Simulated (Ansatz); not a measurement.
# Geometry relaxation of C$_{2}$H$_{7}$AlO$_{3}$ (part 1 of 2)

C$_{2}$H$_{7}$AlO$_{3}$, SMILES C[O][Al]([OH])[O]C, computed with RKS PBE-D4/def2-SVP (Ansatz 0.2.0).

The geometry: force-field start. Figures and captions count atoms from 1; the log counts them from 0 in places.

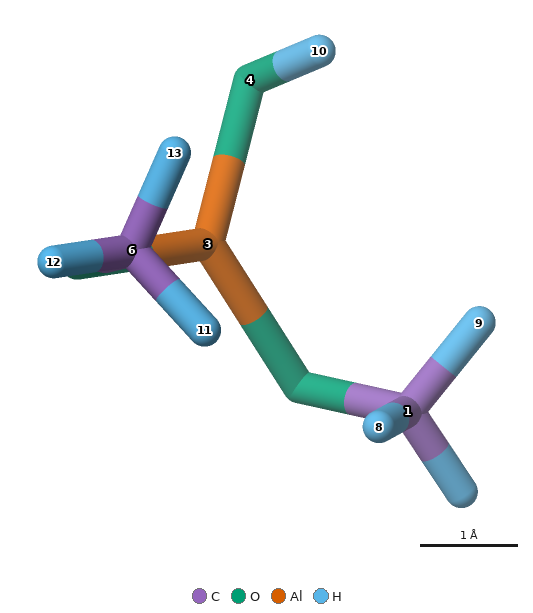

Figure 1. The input geometry (stick view, seen at a tilt; atoms are numbered from 1 in the order of the input). Sticks mark near contacts.

## Key numbers

- outcome: converged
- total energy: −14908.1370 eV
- mean-field energy: −14907.9099 eV
- dispersion energy: −0.2271 eV
- SCF solution under orbital rotations: stable
- largest force (length of the vector) at the end: 0.003 eV/Å
- dipole moment: 2.05 D
- hardware: 4 threads of Arm Neoverse V2, 23 GiB of memory available, shared host
- wall time: 28 s (CPU time 1.7 min)
- peak memory: 0.17 GiB

## Input
```yaml
crystal:
  periodic: [false, false, false]
  atoms:
    - {symbol: C, position_ang: [0.600900, -1.035700, 1.793500]}
    - {symbol: O, position_ang: [1.412700, -1.151900, 0.685700]}
    - {symbol: Al, position_ang: [1.001500, 0.134300, -0.611700]}
    - {symbol: O, position_ang: [1.936100, 1.778700, -0.537800]}
    - {symbol: O, position_ang: [-0.198900, -0.235500, -1.950700]}
    - {symbol: C, position_ang: [-1.480400, 0.182100, -1.512000]}
    - {symbol: H, position_ang: [0.831700, -1.755200, 2.546700]}
    - {symbol: H, position_ang: [-0.469300, -1.135500, 1.478900]}
    - {symbol: H, position_ang: [0.685800, 0.023800, 2.300600]}
    - {symbol: H, position_ang: [1.268100, 2.324400, 0.052400]}
    - {symbol: H, position_ang: [-1.817000, -0.412700, -0.597600]}
    - {symbol: H, position_ang: [-2.182000, -0.038200, -2.309600]}
    - {symbol: H, position_ang: [-1.568800, 1.286700, -1.323600]}
basis:
  gaussian: {orbitals: def2-SVP}
hamiltonian: {xc: pbe, dispersion: d4}
relax: {f_tol: 0.03, max_steps: 200}
```

Run as:
```bash
ansatz run in.yaml --threads 4 --pin off --events-out ev --progress --plain --max-ram 11315MiB
```

## Output
```
Functional definition: PBE
  name "PBE"
  cite "Perdew, Burke & Ernzerhof, Phys. Rev. Lett. 77, 3865 (1996) doi:10.1103/PhysRevLett.77.3865"
  parent pbe
  parameter kappa = 0.804
  parameter beta = 0.06672455060314922
  exchange = pbe_x(kappa = kappa, mu = beta*pi^2/3)
  correlation = pbe_c(beta = beta)
1344 factors; their error is unknown
mean field evaluation 1: about -14887.7913 eV, gradient 9.4e1 eV
mean field evaluation 2: about -14776.9123 eV, gradient 2.2e2 eV
mean field evaluation 4: about -14905.6104 eV, gradient 1.8e1 eV
mean field evaluation 8: about -14906.3718 eV, gradient 2.9e-1 eV
mean field evaluation 16: about -14906.3188 eV, gradient 7.9e-4 eV
mean field -14906.31882222 eV, -547.7971128508 hartree, gradient 5.1e-5 eV, S^2 0.000000; 0 other end points of the search recorded, 0 dependent functions left out
the calculation of the forces begins
reference -14906.31886454 eV, -547.7971144059 hartree; 28, 28 occupied and 95, 95 virtual orbitals, 1344 factors
relax step   1: F+E_penalty+E_count = -14906.54609876 eV  Δ(F+E_penalty+E_count) = +0.000e0 eV  max|allowed force component| = 3.208e0 eV/Å  Δτ_max = 0.0000 Å  (29 SCF iters, accepted)
these checks for a lower state are left out or cut short: starts, cluster_reference, orbital_swaps, neighbouring_geometries, increment
1344 factors; their error is unknown
mean field -14907.03561999 eV, -547.8234546831 hartree, gradient 1.1e-5 eV, S^2 0.000000; 0 other end points of the search recorded, 0 dependent functions left out
[... from here on the field's lines of each further geometry are left out, up to the last ...]
relax step   2: F+E_penalty+E_count = -14907.26432347 eV  Δ(F+E_penalty+E_count) = -7.182e-1 eV  max|allowed force component| = 1.736e0 eV/Å  Δτ_max = 0.1411 Å  (30 SCF iters, accepted)
relax step   3: F+E_penalty+E_count = -14907.55102022 eV  Δ(F+E_penalty+E_count) = -2.867e-1 eV  max|allowed force component| = 9.825e-1 eV/Å  Δτ_max = 0.1998 Å  (33 SCF iters, accepted)
relax step   4: F+E_penalty+E_count = -14907.69479106 eV  Δ(F+E_penalty+E_count) = -1.438e-1 eV  max|allowed force component| = 9.448e-1 eV/Å  Δτ_max = 0.1967 Å  (35 SCF iters, accepted)
relax step   5: F+E_penalty+E_count = -14907.78694418 eV  Δ(F+E_penalty+E_count) = -9.215e-2 eV  max|allowed force component| = 4.693e-1 eV/Å  Δτ_max = 0.1997 Å  (29 SCF iters, accepted)
relax step   6: F+E_penalty+E_count = -14907.84030564 eV  Δ(F+E_penalty+E_count) = -5.336e-2 eV  max|allowed force component| = 8.223e-1 eV/Å  Δτ_max = 0.1944 Å  (29 SCF iters, accepted)
relax step   7: F+E_penalty+E_count = -14907.91177215 eV  Δ(F+E_penalty+E_count) = -7.147e-2 eV  max|allowed force component| = 4.781e-1 eV/Å  Δτ_max = 0.2000 Å  (29 SCF iters, accepted)
relax step   8: F+E_penalty+E_count = -14907.98241683 eV  Δ(F+E_penalty+E_count) = -7.064e-2 eV  max|allowed force component| = 3.349e-1 eV/Å  Δτ_max = 0.2000 Å  (35 SCF iters, accepted)
relax step   9: F+E_penalty+E_count = -14908.04853393 eV  Δ(F+E_penalty+E_count) = -6.612e-2 eV  max|allowed force component| = 3.226e-1 eV/Å  Δτ_max = 0.2000 Å  (35 SCF iters, accepted)
relax step  10: F+E_penalty+E_count = -14908.08479205 eV  Δ(F+E_penalty+E_count) = -3.626e-2 eV  max|allowed force component| = 1.642e-1 eV/Å  Δτ_max = 0.1204 Å  (29 SCF iters, accepted)
relax step  11: F+E_penalty+E_count = -14908.09495658 eV  Δ(F+E_penalty+E_count) = -1.016e-2 eV  max|allowed force component| = 9.780e-2 eV/Å  Δτ_max = 0.0455 Å  (30 SCF iters, accepted)
relax step  12: F+E_penalty+E_count = -14908.11174231 eV  Δ(F+E_penalty+E_count) = -1.679e-2 eV  max|allowed force component| = 2.233e-1 eV/Å  Δτ_max = 0.0805 Å  (30 SCF iters, accepted)
relax step  13: F+E_penalty+E_count = -14908.09906085 eV  Δ(F+E_penalty+E_count) = +1.268e-2 eV  max|allowed force component| = 1.423e0 eV/Å  Δτ_max = 0.1926 Å  (35 SCF iters, rejected (line search))
relax step  14: F+E_penalty+E_count = -14908.12610904 eV  Δ(F+E_penalty+E_count) = -1.437e-2 eV  max|allowed force component| = 1.014e-1 eV/Å  Δτ_max = 0.0963 Å  (30 SCF iters, accepted)
relax step  15: F+E_penalty+E_count = -14908.13056371 eV  Δ(F+E_penalty+E_count) = -4.455e-3 eV  max|allowed force component| = 1.099e-1 eV/Å  Δτ_max = 0.0452 Å  (30 SCF iters, accepted)
relax step  16: F+E_penalty+E_count = -14908.12349034 eV  Δ(F+E_penalty+E_count) = +7.073e-3 eV  max|allowed force component| = 7.662e-1 eV/Å  Δτ_max = 0.1465 Å  (29 SCF iters, rejected (line search))
relax step  17: F+E_penalty+E_count = -14908.13552007 eV  Δ(F+E_penalty+E_count) = -4.956e-3 eV  max|allowed force component| = 3.082e-2 eV/Å  Δτ_max = 0.0732 Å  (30 SCF iters, accepted)
relax step  18: F+E_penalty+E_count = -14908.13634052 eV  Δ(F+E_penalty+E_count) = -8.205e-4 eV  max|allowed force component| = 1.350e-1 eV/Å  Δτ_max = 0.0635 Å  (29 SCF iters, accepted)
relax step  19: F+E_penalty+E_count = -14908.13667852 eV  Δ(F+E_penalty+E_count) = -3.380e-4 eV  max|allowed force component| = 6.481e-2 eV/Å  Δτ_max = 0.0118 Å  (31 SCF iters, accepted)
the calculation of the forces begins
reference -14907.90985773 eV, -547.8555823273 hartree; 28, 28 occupied and 95, 95 virtual orbitals, 1344 factors
relax step  20: F+E_penalty+E_count = -14908.13691320 eV  Δ(F+E_penalty+E_count) = -2.347e-4 eV  max|allowed force component| = 2.035e-3 eV/Å  Δτ_max = 0.0151 Å  (30 SCF iters, accepted)
1344 factors; their error is unknown
mean field evaluation 160: about -14889.5870 eV, gradient 9.6e1 eV
```

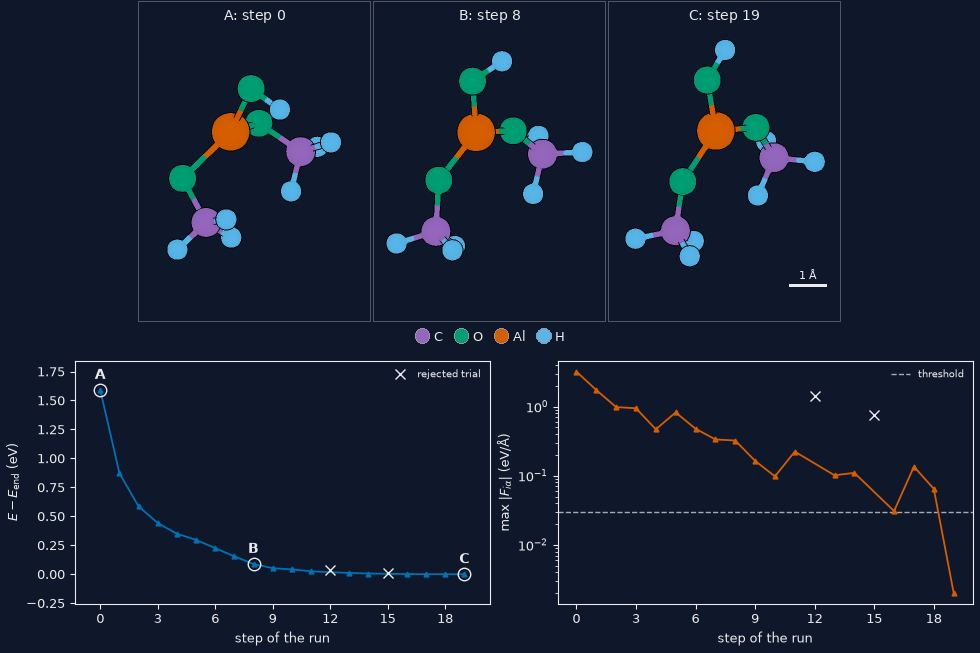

Figure 2. Frames of the relaxation (ball-and-stick view, seen at a tilt) above the curves, on which the letters mark them (the first geometry is step 0 here and step 1 in the log).

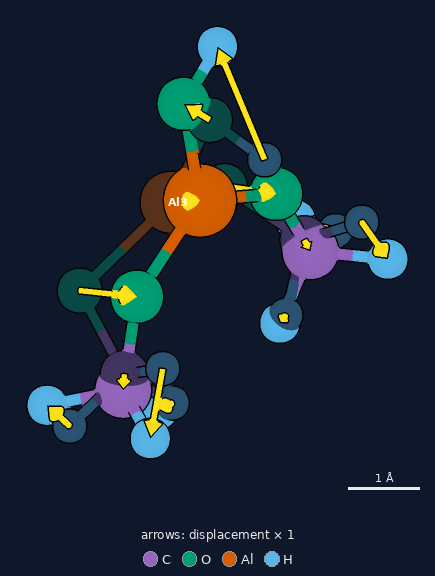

Figure 3. Start (faint) and end (solid) with the displacements as yellow arrows, at true length (ball-and-stick view, seen at a tilt). The two geometries are laid on each other by the best rigid fit. After 19 geometry steps the energy has fallen by 1.591 eV. The largest force component goes from 3.2 to 0.002 eV/Å. The line search rejected the trial steps at points 12, 15 (counted from 0) and went back. The largest move after the best rigid fit is that of H10, 1.81 Å. Largest moves by element: H 1.81 Å, O 1.17 Å, Al 0.67 Å, C 0.24 Å. Distances before and after: Al3–O4 1.893 → 1.710 Å, O2–Al3 1.873 → 1.707 Å, Al3–O5 1.836 → 1.699 Å, O4–H10 1.045 → 0.970 Å. Among the angles that change: Al3–O5–C6 107.8° → 141.2°, C1–O2–Al3 111.7° → 138.8°, Al3–O4–H10 99.2° → 119.6°. (Atoms are counted from 1 in the order of the input.)

```
mean field -14907.90981671 eV, -547.8555808201 hartree, gradient 1.1e-5 eV, S^2 0.000000; 1 other end points of the search recorded, 0 dependent functions left out
the calculation of the forces begins
reference -14907.90985773 eV, -547.8555823273 hartree; 28, 28 occupied and 95, 95 virtual orbitals, 1344 factors
Total energy: -14908.13695422 eV, -547.8639279693 hartree
Atom 0 at     0.429745    -0.990456     1.863445 Å, force    -0.001511     0.000387     0.000029 eV/Å
Atom 1 at     1.124014    -0.066402     1.074901 Å, force     0.000374    -0.001340    -0.000419 eV/Å
Atom 2 at     0.917639     0.778764    -0.393824 Å, force    -0.000075     0.001521    -0.001383 eV/Å
Atom 3 at     2.152418     1.840616    -0.914771 Å, force     0.001456    -0.000086     0.000543 eV/Å
Atom 4 at    -0.434144     0.658727    -1.416399 Å, force    -0.001266     0.000952     0.002035 eV/Å
Atom 5 at    -1.677604     0.030894    -1.506219 Å, force    -0.001113    -0.000430    -0.000373 eV/Å
Atom 6 at     1.032104    -1.916494     2.010990 Å, force    -0.000363     0.000322    -0.001125 eV/Å
Atom 7 at    -0.550488    -1.301522     1.429858 Å, force     0.000990     0.000873     0.000550 eV/Å
Atom 8 at     0.222940    -0.571812     2.875510 Å, force    -0.000016    -0.000769     0.000061 eV/Å
Atom 9 at     2.950230     1.948190    -0.374196 Å, force     0.000176    -0.000072    -0.000321 eV/Å
Atom 10 at    -1.847423    -0.743236    -0.719803 Å, force    -0.000277     0.000255     0.000092 eV/Å
Atom 11 at    -1.792403    -0.473545    -2.493160 Å, force     0.001613    -0.001099     0.000917 eV/Å
Atom 12 at    -2.506627     0.771574    -1.421533 Å, force     0.000010    -0.000515    -0.000606 eV/Å
Dipole moment:    -0.115968    -0.265581     0.312853 e Å
```

## Trajectory as extended XYZ (Å, eV, eV/Å), 20 frames, from step=1 to step=20
```
13
Properties=species:S:1:pos:R:3:forces:R:3 step=1 energy=-14906.54610
C     0.6009   -1.0357    1.7935   -1.1191   2.6735  -0.1775
O     1.4127   -1.1519    0.6857    0.3797   1.5142  -2.6984
Al    1.0015    0.1343   -0.6117    1.1950   0.0113   0.0314
O     1.9361    1.7787   -0.5378   -3.2084  -1.1268   1.3535
O    -0.1989   -0.2355   -1.9507    1.6585   0.6086   1.7121
C    -1.4804    0.1821   -1.5120    0.1391  -0.3769   0.6690
H     0.8317   -1.7552    2.5467    0.3191  -1.1481   1.0648
H    -0.4693   -1.1355    1.4789   -0.2142  -0.1876   0.5831
H     0.6858    0.0238    2.3006   -0.1356  -1.2122  -0.2991
H     1.2681    2.3244    0.0524    1.7751  -0.9762  -1.3864
H    -1.8170   -0.4127   -0.5976   -0.0493   0.5576  -0.4408
H    -2.1820   -0.0382   -2.3096   -0.7636  -0.1700  -0.5591
H    -1.5688    1.2867   -1.3236    0.0238  -0.1674   0.1474
13
Properties=species:S:1:pos:R:3:forces:R:3 step=2 energy=-14907.26432
C     0.5887   -1.0158    1.7927   -0.4991   0.7096   0.4303
O     1.3783   -1.0921    0.6355   -0.3067   1.1564  -1.2345
Al    1.0388    0.1532   -0.6231    0.5493   0.0613   0.0942
O     1.9075    1.7411   -0.5529   -1.7362  -0.8309   0.7026
O    -0.1580   -0.1955   -1.9029    0.5556   0.4467   1.1935
C    -1.4845    0.1761   -1.5293    0.1260  -0.1645   0.0884
H     0.9092   -1.7659    2.5337    0.1036  -0.3105   0.1522
H    -0.5121   -1.1874    1.6030    0.3036  -0.0483   0.0601
H     0.6558   -0.0134    2.3410    0.0236  -0.5056  -0.3368
H     1.3398    2.3338    0.0274    0.9079  -0.5067  -0.7457
H    -1.8691   -0.3873   -0.6320    0.0899   0.1215  -0.2059
H    -2.1739   -0.0526   -2.3612   -0.1505  -0.0552  -0.1783
H    -1.6002    1.2711   -1.3170    0.0330  -0.0738  -0.0201
13
Properties=species:S:1:pos:R:3:forces:R:3 step=3 energy=-14907.55102
C     0.6027   -1.0476    1.8705   -0.1962   0.1934   0.2437
O     1.2980   -0.9943    0.6522   -0.2105   0.6733  -0.5369
Al    0.9844    0.2313   -0.5631    0.5958  -0.1531  -0.2039
O     1.9474    1.7086   -0.5962   -0.9825  -0.3699   0.4432
O    -0.1718   -0.1107   -1.8322    0.2187   0.3058   0.6316
C    -1.5353    0.1852   -1.5909    0.0140  -0.1202  -0.0662
H     1.0151   -1.8439    2.5247    0.0508  -0.0937  -0.0107
H    -0.4890   -1.2690    1.7323    0.1211  -0.0129   0.0858
H     0.6728   -0.0900    2.4628   -0.0181  -0.2317  -0.1070
H     1.5151    2.4001   -0.0420    0.4738  -0.1929  -0.3615
H    -1.9483   -0.3721   -0.7110   -0.0278   0.0634  -0.0551
H    -2.1508   -0.1085   -2.4672   -0.0038  -0.0284  -0.0652
H    -1.7200    1.2763   -1.4253   -0.0355  -0.0332   0.0022
13
Properties=species:S:1:pos:R:3:forces:R:3 step=4 energy=-14907.69479
C     0.6117   -1.0703    1.9571    0.5684  -0.5349  -0.4262
O     1.1991   -0.8751    0.6745   -0.3029  -0.2039   0.9448
Al    1.0150    0.2681   -0.5707   -0.3240  -0.0141   0.0650
O     1.9769    1.6789   -0.6273   -0.0159   0.5621   0.2372
O    -0.1916    0.0043   -1.7558   -0.5839   0.1618  -0.0752
C    -1.5922    0.1977   -1.6520    0.1527  -0.0788  -0.4388
H     1.1269   -1.9251    2.4917   -0.2460   0.4526  -0.2973
H    -0.4707   -1.3350    1.8908    0.0335   0.0038  -0.0339
H     0.6989   -0.1748    2.6119    0.0493   0.0725   0.0248
H     1.6750    2.4425   -0.0914    0.3181  -0.3097  -0.3144
H    -2.0425   -0.3472   -0.7893    0.0013  -0.0330   0.0369
H    -2.1122   -0.1792   -2.5772    0.2531   0.1179   0.3083
H    -1.8740    1.2807   -1.5475    0.0964  -0.1962  -0.0311
13
Properties=species:S:1:pos:R:3:forces:R:3 step=5 energy=-14907.78694
C     0.6086   -1.0825    1.9798    0.2714  -0.2536  -0.1833
O     1.1508   -0.8098    0.7105   -0.1464  -0.0622   0.4693
Al    0.9736    0.3307   -0.5392   -0.1407  -0.0507   0.0502
O     2.0180    1.6759   -0.6684    0.0565   0.2031   0.0087
O    -0.2230    0.0898   -1.7351   -0.3055   0.1032  -0.0509
C    -1.6257    0.1845   -1.6739    0.0547  -0.0439  -0.2347
H     1.1620   -1.9286    2.4666   -0.1242   0.2141  -0.1413
H    -0.4650   -1.3836    1.9283    0.0059  -0.0075  -0.0152
H     0.6751   -0.2100    2.6709    0.0262   0.0225   0.0258
H     1.8725    2.4606   -0.1156    0.1636  -0.0530  -0.0678
H    -2.0687   -0.4048   -0.8356    0.0000  -0.0309   0.0107
H    -2.0854   -0.1999   -2.6194    0.1155   0.0570   0.1595
H    -1.9723    1.2429   -1.5540    0.0231  -0.0980  -0.0310
```
